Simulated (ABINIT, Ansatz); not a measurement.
# Lithium (Im-3m): from the cell to the phonon bands, part 3 of 4

How does Lithium (Im-3m) vibrate, and is this structure a minimum?

ABINIT 10.8.3; DFT LDA, scalar-relativistic, plane waves, PseudoDojo norm-conserving pseudopotentials.

So far, highest frequency (cm⁻¹): step 7 (dispersion) 343. Also lowest frequency on the path (cm⁻¹): step 7 -16.2.

## Step 8: Sums over the zone

Sums over the zone need many more wavevectors than were solved, so the interpolation is sampled on a dense mesh.

Contents of anaddb.abi:

```
ddb_filepath "all_DDB"
output_file "anaddb.abo"
outdata_prefix "anaddb"
ifcflag 1
ngqpt 4 4 4
nqshft 1
q1shft 0.0 0.0 0.0
asr 1
chneut 0
dipdip 0
dipquad 0
quadquad 0
prtdos 2
ng2qpt 19 19 19
dosdeltae 4.5563e-06
ntemper 11
temperinc 100.0
tempermin 0.0
```

Launch:

```console
$ OMP_NUM_THREADS=1 anaddb anaddb.abi > anaddb.log
```

Numbers of over 12 decimals in the logs are rounded to 6 here.

anaddb.abo, the main output file:

```text
[banners, grids, parts of the stress and lines that vanish by symmetry left out]
-outvars_anaddb: echo values of input variables ----------------------

 Flags :
     ifcflag         1
 Miscellaneous information :
         asr         1
      chneut         0
 Interatomic Force Constants Inputs :
      dipdip         0
     dipquad         0
    quadquad         0
      ifcana         0
      ifcout         0
 Description of grid 1 :
        brav         1
       ngqpt         4         4         4
      nqshft         1
      q1shft
                     0.00000000E+00  0.00000000E+00  0.00000000E+00
 Phonon DOS information :
   dosdeltae  4.55630000E-06
    dossmear  4.55633525E-06
 Description of grid 2 (Fourier interp. or BZ sampling):
      ng2qpt        19        19        19
      ngrids         4
      q2shft         0.00000000E+00  0.00000000E+00  0.00000000E+00

================================================================================

 read the DDB information and perform some checks

  ==== Info on the Cryst% object ====
 Real(R)+Recip(G) space primitive vectors, cartesian coordinates (Bohr,Bohr^-1):
 R(1)=  3.1799591  3.1799591  3.1799591  G(1)=  0.1572347  0.0000000  0.1572347
 R(2)= -3.1799591  3.1799591  3.1799591  G(2)= -0.1572347  0.1572347  0.0000000
 R(3)= -3.1799591 -3.1799591  3.1799591  G(3)=  0.0000000 -0.1572347  0.1572347
 Unit cell volume ucvol=  1.2862477E+02 bohr^3
 Angles (23,13,12)=  7.05287794E+01  1.09471221E+02  7.05287794E+01 degrees
 Time-reversal symmetry is present
 Reduced atomic positions [iatom, xred, symbol]:
    1)    0.0000000  0.0000000  0.0000000  Li

 DDB file with 8 blocks has been read.

================================================================================

 Calculation of the interatomic forces

       Homogeneous q point set in the B.Z.
 Grid q points  :       64
  1)   0.00000000E+00  0.00000000E+00  0.00000000E+00
  2)   2.50000000E-01  0.00000000E+00  0.00000000E+00
  3)   5.00000000E-01  0.00000000E+00  0.00000000E+00
  4)  -2.50000000E-01  0.00000000E+00  0.00000000E+00
  5)   0.00000000E+00  2.50000000E-01  0.00000000E+00
  6)   2.50000000E-01  2.50000000E-01  0.00000000E+00
  7)   5.00000000E-01  2.50000000E-01  0.00000000E+00
  8)  -2.50000000E-01  2.50000000E-01  0.00000000E+00
  9)   0.00000000E+00  5.00000000E-01  0.00000000E+00
 10)   2.50000000E-01  5.00000000E-01  0.00000000E+00
 11)   5.00000000E-01  5.00000000E-01  0.00000000E+00
 12)  -2.50000000E-01  5.00000000E-01  0.00000000E+00
 13)   0.00000000E+00 -2.50000000E-01  0.00000000E+00
 14)   2.50000000E-01 -2.50000000E-01  0.00000000E+00
[...]
58)   2.50000000E-01  5.00000000E-01 -2.50000000E-01
 59)   5.00000000E-01  5.00000000E-01 -2.50000000E-01
 60)  -2.50000000E-01  5.00000000E-01 -2.50000000E-01
 61)   0.00000000E+00 -2.50000000E-01 -2.50000000E-01
 62)   2.50000000E-01 -2.50000000E-01 -2.50000000E-01
 63)   5.00000000E-01 -2.50000000E-01 -2.50000000E-01
 64)  -2.50000000E-01 -2.50000000E-01 -2.50000000E-01

 The interatomic forces have been obtained

================================================================================

 Calculation of phonon density of states

 Average speed of sound partial sums:     0.1882663329E-02 (at units)
-                                   =           4.1187 [km/s]

 Debye frequency from partial sums:     0.1453722325E-02 (Ha)
-                                 =     0.9565033407E+01 (THz)
-Debye temperature from partial sums:     0.4590492032E+03 (K)

 Average speed of sound:     0.1846325440E-03 (at units)
-                      =           0.4039 [km/s]

 Debye frequency from DOS:     0.1425663563E-03 (Ha)
-                        =     0.9380415624E+00 (THz)
-Debye temperature from DOS:     0.4501889471E+02 (K)

-
```

It took 0.62 s on 1 thread of Arm Neoverse V2, shared host.

Read from the output:

- share of modes beyond 3i cm⁻¹ on the dense interpolated mesh: 4.00e-4

The phonon density of states has structure finer than the step of the table below, so its rows give means over 20 cm⁻¹, whole bins alone (the curve runs from -30 to 372 cm⁻¹). Peaks (cm⁻¹: height): 322.0: 0.0340.

Tetrahedra. Phonon density of states against wavenumber; means over each step:

| wavenumber (cm⁻¹) | phonon density of states (1/cm⁻¹/cell) |
| --- | --- |
| -20 | 7.5e-6 |
| 0 | 1.8e-4 |
| 20 | 4.7e-4 |
| 40 | 0.00136 |
| 60 | 0.00295 |
| 80 | 0.00527 |
| 100 | 0.00687 |
| 120 | 0.00894 |
| 140 | 0.0104 |
| 160 | 0.00845 |
| 180 | 0.00827 |
| 200 | 0.00999 |
| 220 | 0.0102 |
| 240 | 0.0105 |
| 260 | 0.0111 |
| 280 | 0.0115 |
| 300 | 0.0140 |
| 320 | 0.0262 |
| 340 | 0.00333 |
| 360 | 0 |

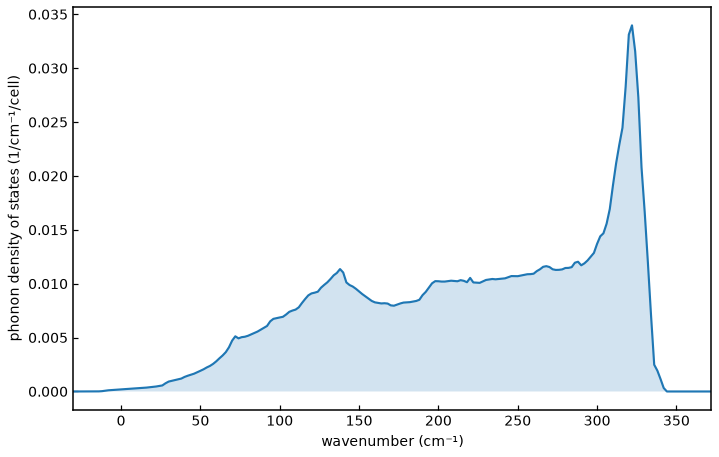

Phonon density of states, plotted against wavenumber.

## Step 9: Ground state, volume × 0.98

First-order wavefunctions inherit every error of the ground state, hence the very tight tolvrs. Occupations are smeared.

Contents of gs.abi:

```
# ground state
tolvrs 1.0d-16
prtden 1
prtwf 1

# basis, mesh and filling
ecut 33.0
ngkpt 16 16 16
nshiftk 1
shiftk 0.0 0.0 0.0
istwfk *1
occopt 7
tsmear 0.01
nband 6
nstep 100
diemac 1000000.0
prtebands 0
prtgsr 0
useylm 1

# cell and atoms
acell 3*1.0 Angstrom
rprim 
    1.671467845 1.671467845 1.671467845
    -1.671467845 1.671467845 1.671467845
    -1.671467845 -1.671467845 1.671467845
ntypat 1
znucl 3
natom 1
typat 1
xred 
    0.0 0.0 0.0
pp_dirpath "./pseudo"
pseudos "Li.upf"
```

Launch:

```console
$ OMP_NUM_THREADS=1 mpirun -n 4 abinit gs.abi > gs.log
```

gs.abo, the main output file:

```text
[banners, grids, parts of the stress and lines that vanish by symmetry left out]
- input  file    -> gs.abi
- output file    -> gs.abo
- root for input  files -> gsi
[...]
Symmetries : space group Im -3 m (#229); Bravais cI (body-center cubic)
[...]
mpw =        1165          nfft =       27000          nkpt =         145
[...]
== DATASET  1 ==================================================================
[...]
cutoff_energies: {ecut:  33.0, pawecutdg:  -1.0, }
[...]
ETOT  1  -7.114559    -7.115E+00 2.340E-02 1.171E-01
 ETOT  2  -7.116217    -1.658E-03 4.627E-03 4.518E-04
 ETOT  3  -7.116217    -1.029E-07 9.566E-04 4.522E-05
 ETOT  4  -7.116217    -2.366E-09 4.578E-04 8.542E-07
 ETOT  5  -7.116217    -2.761E-11 5.398E-04 8.902E-09
 ETOT  6  -7.116217    -4.299E-13 2.797E-04 1.013E-10
 ETOT  7  -7.116217    -2.842E-14 3.555E-04 4.671E-13
 ETOT  8  -7.116217     2.824E-13 8.185E-05 2.557E-16
 ETOT  9  -7.116217     8.171E-14 8.815E-05 7.009E-19
 At SCF step    9       vres2   =  7.01E-19 < tolvrs=  1.00E-16 =>converged.
[...]
sigma(1 1)=  9.49674350E-07  sigma(3 2)=  0.00000000E+00
  sigma(2 2)=  9.49674350E-07  sigma(3 1)=  0.00000000E+00
  sigma(3 3)=  9.49674350E-07  sigma(2 1)=  0.00000000E+00
[...]
convergence: {deltae:  8.171E-14, res2:  7.009E-19, residm:  8.815E-05, diffor: null, }
etotal    :  -7.11621728E+00
[...]
sigma(1 1)=  9.49674350E-07  sigma(3 2)=  0.00000000E+00
  sigma(2 2)=  9.49674350E-07  sigma(3 1)=  0.00000000E+00
  sigma(3 3)=  9.49674350E-07  sigma(2 1)=  0.00000000E+00
[...]
- sigma(1 1)=  2.79403840E-02  sigma(3 2)=  0.00000000E+00
- sigma(2 2)=  2.79403840E-02  sigma(3 1)=  0.00000000E+00
- sigma(3 3)=  2.79403840E-02  sigma(2 1)=  0.00000000E+00
[...]
fcart     -0.0000000000E+00 -0.0000000000E+00 -0.0000000000E+00
           strten      9.4967434987E-07  9.4967434987E-07  9.4967434987E-07
================================================================================

[key lines of the parts left out:]
pressure_GPa:  -2.7940E-02
```

It took 6.1 s on 4 MPI ranks; 24 s of CPU time.

This step gave:

- volume per atom: 18.68 Å³
- pressure: -0.02794 GPa

The printed pressure carries the offset of the base run, -0.33 GPa; against it the change of volume adds +0.31 GPa.

[end of part 3 of 4]

[Host names and launcher messages were left out of these logs when they were recorded.]

[Logs are printed without paths, hosts, clocks, repeated set-up lines and the standing remarks that a program may print on its own settings, such as how far it seeks lower states.]

[Hosts, paths, dates, database ids (printed as entryN), source tags and the programs' standing remarks are cut or masked in the printed files.]
